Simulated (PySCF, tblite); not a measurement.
# C₅H₉OSi radical: geometry, infrared bands and EPR parameters

Aim: predict the infrared bands and EPR parameters of C₅H₉OSi radical (`OC[C]1C=CC[SiH2]1`).

Computed with tblite 0.8.0 and PySCF 2.14.0, with density-fitted response routines of our own, on a single molecule in the gas phase. Atoms count from 0, in the outputs and in this text.

## (1) Starting geometry

16 atoms, charge 0, multiplicity 2; geometry from: force field or distance geometry start.

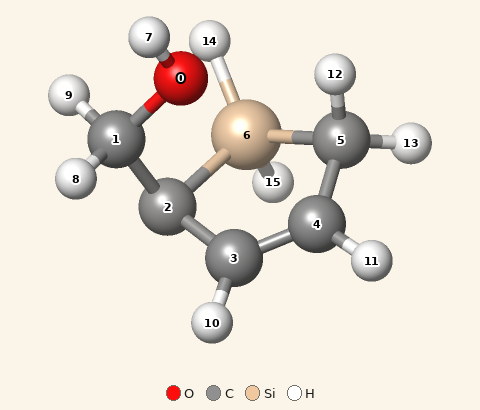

As it starts; oxygen red, carbon grey, silicon light orange, hydrogen white, atoms numbered.

## (2) Relaxing the molecule with GFN2-xTB

Job settings and geometry (Å):

```
{"job": {"kind": "relax", "xc": "GFN2-xTB", "basis": "xTB"}, "charge": 0, "multiplicity": 2}
O     -1.257500    -0.499000     1.027600
C     -1.708900    -0.212600    -0.265300
C     -0.531100     0.222200    -1.108900
C      0.435100    -0.873700    -1.134600
C      1.353200    -0.865200    -0.229600
C      1.416400     0.210500     0.741300
Si     0.383800     1.505500    -0.103700
H     -2.003700    -0.860900     1.571400
H     -2.205000    -1.071100    -0.749900
H     -2.423300     0.645000    -0.165800
H      0.343800    -1.690100    -1.899800
H      2.132500    -1.693900    -0.197300
H      0.900000    -0.019000     1.717300
H      2.456500     0.588700     0.921100
H     -0.505000     2.250300     0.798000
H      1.205600     2.372200    -0.933000
```

Command:

```console
> OMP_NUM_THREADS=1 python probes_run.py task.json out
```

This one command runs all jobs of the session in turn.

Log:

```text
step      E/eV     max force
  0    -569.85949    4.125
  1    -570.13183    2.532
  2    -570.23432    0.901
  3    -570.28891    0.884
  4    -570.35244    1.026
  5    -570.38815    0.494
  6    -570.41694    0.471
  7    -570.45201    0.570
  8    -570.48553    0.677
  9    -570.51552    0.451
 10    -570.54326    0.555
 11    -570.57243    0.522
 12    -570.60758    0.666
 13    -570.64869    0.518
 14    -570.69238    0.587
 15    -570.73645    0.608
 16    -570.78549    0.750
 17    -570.84439    0.753
 18    -570.89678    0.566
 19    -570.92994    0.441
 20    -570.95315    0.376
 21    -570.97698    0.422
 22    -571.00502    0.722
 23    -571.03909    0.464
 24    -571.07860    0.309
 25    -571.09626    0.358
 26    -571.10895    0.304
 27    -571.11875    0.266
 28    -571.12710    0.239
 29    -571.13689    0.363
 30    -571.14722    0.462
 31    -571.15869    0.446
 32    -571.17474    0.373
 33    -571.18678    0.354
 34    -571.20413    0.402
 35    -571.21421    0.249
 36    -571.22210    0.188
 37    -571.23055    0.249
 38    -571.23964    0.300
 39    -571.24718    0.233
 40    -571.25403    0.266
 41    -571.26149    0.244
 42    -571.27269    0.282
 43    -571.28276    0.281
 44    -571.29009    0.219
 45    -571.29512    0.228
 46    -571.30189    0.253
 47    -571.31097    0.249
 48    -571.32038    0.209
 49    -571.32665    0.187
 50    -571.33223    0.196
 51    -571.33726    0.221
 52    -571.34220    0.214
 53    -571.34628    0.219
 54    -571.35108    0.185
 55    -571.35552    0.190
 56    -571.35980    0.174
 57    -571.36296    0.149
 58    -571.36500    0.111
 59    -571.36621    0.089
 60    -571.36719    0.079
 61    -571.36815    0.083
 62    -571.36906    0.085
 63    -571.36990    0.082
 64    -571.37061    0.061
 65    -571.37116    0.065
 66    -571.37166    0.059
 67    -571.37222    0.068
 68    -571.37289    0.066
 69    -571.37352    0.059
 70    -571.37400    0.050
 71    -571.37437    0.052
 72    -571.37474    0.058
 73    -571.37514    0.073
 74    -571.37558    0.051
 75    -571.37601    0.042
 76    -571.37629    0.049
 77    -571.37674    0.057
 78    -571.37727    0.056
 79    -571.37787    0.065
 80    -571.37850    0.081
 81    -571.37923    0.075
 82    -571.38004    0.115
 83    -571.38089    0.109
 84    -571.38185    0.069
 85    -571.38287    0.075
 86    -571.38354    0.079
 87    -571.38458    0.090
 88    -571.38552    0.089
 89    -571.38629    0.072
 90    -571.38735    0.066
 91    -571.38848    0.061
 92    -571.39006    0.073
 93    -571.39184    0.119
 94    -571.39390    0.140
 95    -571.39631    0.216
 96    -571.38508    0.586
 97    -571.40062    0.157
 98    -571.40222    0.090
 99    -571.40431    0.087
100    -571.40776    0.211
101    -571.41004    0.158
102    -571.41390    0.125
103    -571.41895    0.289
104    -571.42259    0.250
105    -571.42574    0.106
106    -571.42858    0.240
107    -571.43130    0.211
108    -571.43492    0.113
109    -571.43609    0.108
110    -571.43798    0.117
111    -571.43884    0.131
112    -571.43975    0.054
113    -571.44061    0.075
114    -571.44144    0.065
115    -571.44210    0.069
116    -571.44263    0.065
117    -571.44337    0.088
118    -571.44419    0.101
119    -571.44542    0.114
120    -571.44711    0.111
121    -571.44877    0.094
122    -571.44964    0.057
123    -571.45000    0.086
124    -571.45025    0.050
125    -571.45041    0.031
126    -571.45054    0.040
127    -571.45075    0.046
128    -571.45112    0.070
129    -571.45159    0.084
130    -571.45219    0.085
131    -571.45276    0.056
132    -571.45312    0.051
133    -571.45332    0.054
134    -571.45353    0.061
135    -571.45379    0.040
136    -571.45411    0.056
137    -571.45442    0.051
138    -571.45467    0.058
139    -571.45492    0.030
140    -571.45513    0.030
141    -571.45535    0.030
142    -571.45551    0.026
143    -571.45571    0.033
144    -571.45589    0.035
145    -571.45606    0.028
146    -571.45615    0.028
147    -571.45625    0.027
148    -571.45636    0.026
149    -571.45649    0.026
150    -571.45661    0.031
151    -571.45674    0.029
152    -571.45687    0.027
153    -571.45701    0.027
154    -571.45710    0.020
155    -571.45716    0.024
156    -571.45720    0.013
157    -571.45722    0.011
158    -571.45724    0.010
159    -571.45725    0.006
```

It took 0.86 s on 1 thread of Arm Neoverse V2, shared host.

Along the way: (not every step is listed)

```csv
step,energy from step 0 (eV),largest force (eV/Å)
0,0.0000,4.1251
1,-0.2723,2.5316
2,-0.3748,0.9013
3,-0.4294,0.8843
4,-0.4929,1.0264
5,-0.5287,0.4943
6,-0.5574,0.4711
7,-0.5925,0.5696
8,-0.6260,0.6767
22,-1.1455,0.7220
36,-1.3626,0.1881
50,-1.4727,0.1962
64,-1.5111,0.0607
78,-1.5178,0.0560
92,-1.5306,0.0730
106,-1.5691,0.2401
120,-1.5876,0.1111
134,-1.5940,0.0615
148,-1.5969,0.0263
154,-1.5976,0.0197
155,-1.5977,0.0241
156,-1.5977,0.0131
157,-1.5977,0.0114
158,-1.5977,0.0102
159,-1.5978,0.0058
```

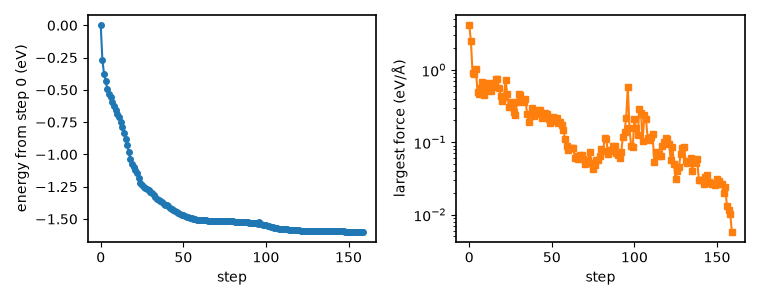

Energy and largest force along the relaxation.

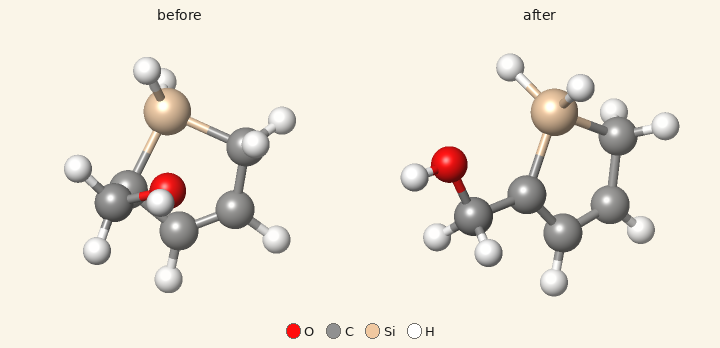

Before and after, at one scale.

Distances of close pairs at the start and the end, largest changes first:

```csv
bond,before (Å),after (Å),change (Å)
C3–C4,1.289,1.367,+0.078
C2–C3,1.461,1.393,-0.069
C5–Si6,1.859,1.921,+0.061
C4–H11,1.138,1.079,-0.059
C3–H10,1.123,1.082,-0.040
C4–C5,1.450,1.490,+0.039
C5–H12,1.128,1.091,-0.036
C1–C2,1.513,1.481,-0.031
```

The next job starts from the end point, and lists it.

## (3) Infrared spectrum with GFN2-xTB

Job settings and geometry (Å):

```
{"job": {"kind": "ir", "xc": "GFN2-xTB", "basis": "xTB"}, "charge": 0, "multiplicity": 2}
O     -2.594623     0.586150     0.301478
C     -1.923230    -0.480736    -0.333646
C     -0.466600    -0.267902    -0.167357
C      0.519622    -1.122749    -0.653186
C      1.816007    -0.761731    -0.412732
C      2.040608     0.505917     0.336748
Si     0.285988     1.187371     0.719447
H     -3.545915     0.468903     0.211530
H     -2.227539    -1.446323     0.108763
H     -2.187376    -0.518931    -1.406033
H      0.273152    -2.027353    -1.193894
H      2.655483    -1.354104    -0.743680
H      2.634721     0.307098     1.230530
H      2.642263     1.188825    -0.266243
H      0.017310     1.250242     2.159505
H      0.052530     2.494268     0.097361
```

Log:

```text
mode    cm-1     km/mol
  1      46.9      7.66
  2      92.5      5.25
  3     128.7      6.54
  4     216.1     46.66
  5     286.2     86.83
  6     370.3      0.11
  7     374.8     10.15
  8     477.7     55.33
  9     481.1      2.14
 10     502.3     17.24
 11     614.5     58.04
 12     654.0     15.11
 13     663.8     44.28
 14     667.0     84.02
 15     725.3     43.88
 16     775.0     59.10
 17     788.0    222.89
 18     886.9      3.59
 19     938.1      3.03
 20    1003.9     20.10
 21    1067.4     54.11
 22    1069.9      4.28
 23    1101.0      4.48
 24    1156.7     58.18
 25    1191.6      4.59
 26    1226.3     11.35
 27    1246.2     12.38
 28    1258.7     84.00
 29    1342.6     14.50
 30    1410.7      3.34
 31    1443.5     37.01
 32    1460.4      2.22
 33    1484.9      9.14
 34    2216.3    460.12
 35    2234.2    191.47
 36    2770.3     68.05
 37    2821.7     68.47
 38    2943.8     40.62
 39    2975.3     35.16
 40    3046.2     55.15
 41    3076.7     69.12
 42    3554.2      5.67
```

Run time: 0.42 s. Hardware: 1 thread of Arm Neoverse V2, shared host.

The strongest bands and the atoms that carry them (share of the mass-weighted mode):

```csv
cm⁻¹,km/mol,atoms
286,86.8,H7 68 %
667,84.0,"Si6 35 %, C3 18 %, C2 10 %"
788,222.9,"H15 45 %, H14 45 %"
1259,84.0,"C2 36 %, H10 20 %, H7 19 %"
2216,460.1,"H14 51 %, H15 44 %"
2234,191.5,"H15 52 %, H14 45 %"
2822,68.5,"H8 51 %, H9 46 %"
3077,69.1,H11 87 %
```

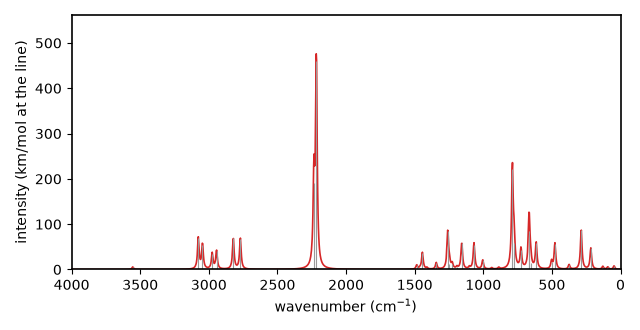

The infrared spectrum from these modes, unscaled. Lines are broadened to a width of 14 cm⁻¹ (Lorentzian).

## (4) g tensor and hyperfine couplings: B3LYP/pcH-1

Settings changed since step 3:

```diff
@@ -1,2 +1,2 @@
-{"job": {"kind": "ir", "xc": "GFN2-xTB", "basis": "xTB"}, "charge": 0, "multiplicity": 2}
+{"job": {"kind": "epr", "basis": "pcH-1"}, "charge": 0, "multiplicity": 2}
 O     -2.594623     0.586150     0.301478
```

Method: UKS B3LYP, pcH-1 on C H O Si, non-relativistic, mean-field spin-orbit, GIAO.

Log:

```text
UKS, coarse grid
  cycle   1  E = -560.52003416  |g| = 5.43e-01
  cycle   2  E = -560.40212634  |g| = 7.82e-01
  cycle   3  E = -560.63653443  |g| = 6.17e-02
  cycle   4  E = -560.63757383  |g| = 3.57e-02
  cycle   5  E = -560.63821339  |g| = 8.25e-03
  cycle   6  E = -560.63827352  |g| = 3.68e-03
  cycle   7  E = -560.63828729  |g| = 2.67e-03
  cycle   8  E = -560.63829333  |g| = 1.09e-03
  cycle   9  E = -560.63829327  |g| = 2.86e-04
UKS, final grid
  cycle   1  E = -560.63823408  |g| = 4.16e-04
  cycle   2  E = -560.63823392  |g| = 7.00e-04
  cycle   3  E = -560.63823417  |g| = 7.93e-05
  cycle   4  E = -560.63823417  |g| = 1.70e-05
E = -560.63823417 Eh   <S^2> = 0.7732 (exact 0.7500)
g shifts (ppm)      1          2          3
  rmc          -135       -135       -135
  gc             -5         25         24
  oz_so          12        521        670
  total        -128        410        558
hyperfine (MHz)  atom isotope    a_iso     a_fc   dipolar eigenvalues
    0   17O       2.21       2.21     -1.03      0.21      0.82
    1   13C     -24.56     -24.56     -1.26      0.03      1.23
    2   13C      54.59      54.66    -50.87    -49.64    100.51
    3   13C     -44.09     -44.11    -26.41     11.24     15.16
    4   13C      50.72      50.78    -47.74    -45.91     93.65
    5   13C     -17.32     -17.33     -0.98      0.38      0.60
    6  29Si      31.99      32.03     -2.16     -0.56      2.73
    7    1H      -1.83      -1.83     -1.23     -1.22      2.45
    8    1H      73.52      73.52     -3.33     -2.54      5.87
    9    1H      74.88      74.88     -3.38     -2.50      5.88
   10    1H      10.38      10.38     -4.72     -0.67      5.39
   11    1H     -38.55     -38.55    -23.04     -0.52     23.56
   12    1H      46.53      46.53     -3.58     -1.95      5.53
   13    1H      48.91      48.91     -3.56     -1.99      5.55
   14    1H      40.23      40.23     -1.96     -1.56      3.51
   15    1H      38.69      38.69     -1.97     -1.54      3.51
```

Wall time 74 s (1 thread of Arm Neoverse V2, shared host); peak memory 1 GiB.

Principal g values 2.00219, 2.00273, 2.00288; g(iso) = 2.00260, against 2.00232 for a free electron.

Mean a(iso) over the nuclei that a row names, and the largest dipolar term of the row (other rows stand at the frozen geometry):

```csv
nuclei,isotope,a(iso) (MHz),"a(iso) (G, at g = 2.0023)",largest dipolar term (MHz)
"H8, H9",1H,74.2,26.5,5.9
C2,13C,54.6,19.5,100.5
C4,13C,50.7,18.1,93.7
"H12, H13",1H,47.7,17.0,5.5
C3,13C,-44.1,-15.7,-26.4
"H14, H15",1H,39.5,14.1,3.5
H11,1H,-38.5,-13.8,23.6
Si6,29Si,32.0,11.4,2.7
C1,13C,-24.6,-8.8,-1.3
C5,13C,-17.3,-6.2,-1.0
H10,1H,10.4,3.7,5.4
O0,17O,2.2,0.8,-1.0
H7,1H,-1.8,-0.7,2.4
```

Mulliken spin populations:

O0 0.00; C1 -0.05; C2 0.65; C3 -0.24; C4 0.59; C5 -0.04; Si6 -0.02; H7 0.00; H8 0.03; H9 0.03; H10 0.01; H11 -0.03; H12 0.02; H13 0.02; H14 0.02; H15 0.02

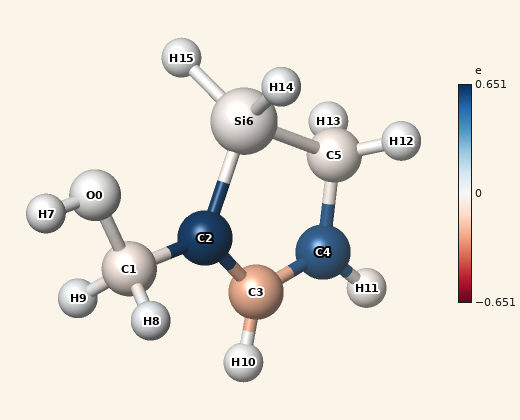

Mulliken spin populations, as colours on the atoms.

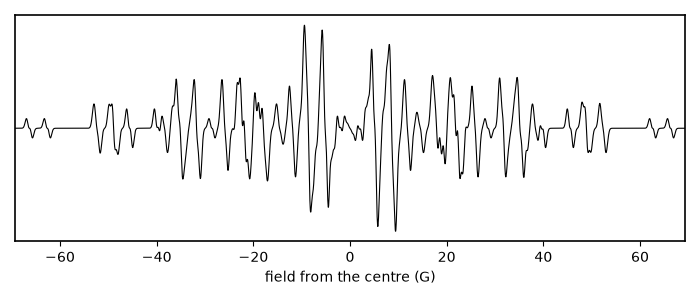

First-order isotropic spectrum (first derivative, main isotopes with spin only, couplings over 0.8 MHz, Gaussian width 0.3 G; couplings of the frozen geometry, rotation of groups not averaged beyond the rows shown).

Orbitals, density, ELF and potential are computed afterwards from the orbital file.

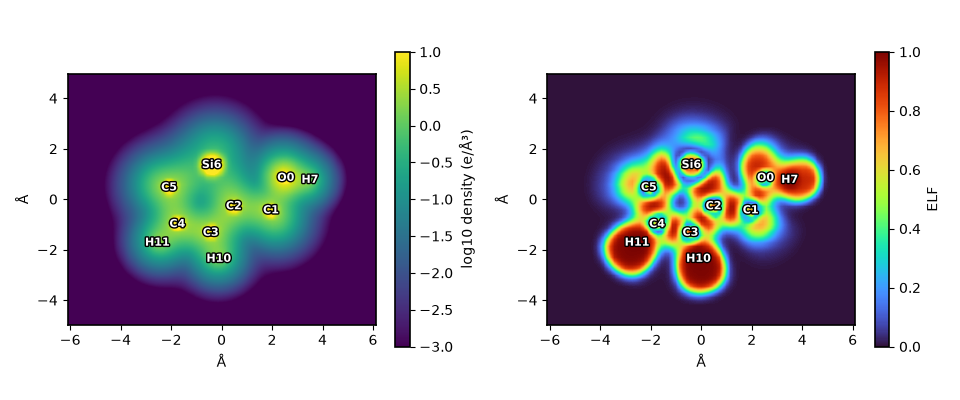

Density (left) and ELF (right) in a plane through or near 10 of the atoms.

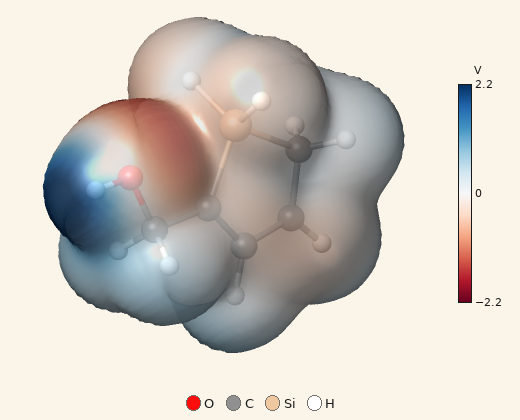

Electrostatic potential on the surface of density 0.002 e/bohr³; red is low, blue high. It runs from -1.32 V near O0 to 2.20 V near H7.

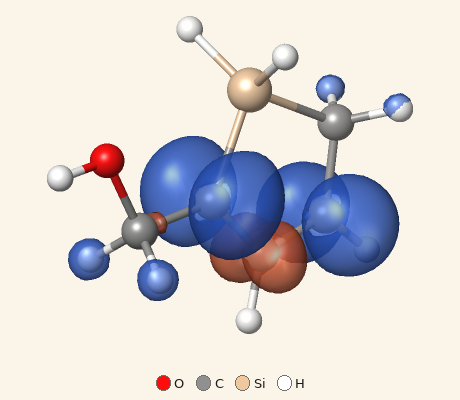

Spin density at ±0.03 e/Å³ (alpha excess blue, beta excess red).

## (5) Summary of results

| quantity | value |
| --- | --- |
| strongest single infrared mode (GFN2-xTB) | 2216 cm⁻¹, 460 km/mol |
| zero-point energy (GFN2-xTB) | 75.5 kcal/mol |
| g(iso) (B3LYP) | 2.00260 |
| ⟨S²⟩ | 0.773 (exact 0.75) |
| largest a(iso) (averaged by class) | 1H on H8, H9, 74.2 MHz |
| potential on the surface of density 0.002 e/bohr³, 1st and 99th percentile | -1.32 V and 2.20 V |

**Reading.** Relaxing lowered the energy by 1.598 eV in 159 steps; the close pair that moved most is C3–C4, from 1.289 to 1.367 Å. No mode is imaginary among the 42: a minimum at this level. The strongest single mode, at 2216 cm⁻¹, moves mainly H14 and H15. Unscaled tight-binding wavenumbers are off by several per cent, some by more. Its intensities can rank the bands wrongly. The largest spin populations lie on C2 (0.65 e), C4 (0.59 e). The isotropic g lies 0.3 ppt above the free-electron value. These values are for one conformer; the search (at its own cheap level) found 2 more, at 0.02, 1.94 kcal/mol (those within 0.05 may be mirror or relabelled copies), and measured spectra average over such forms.
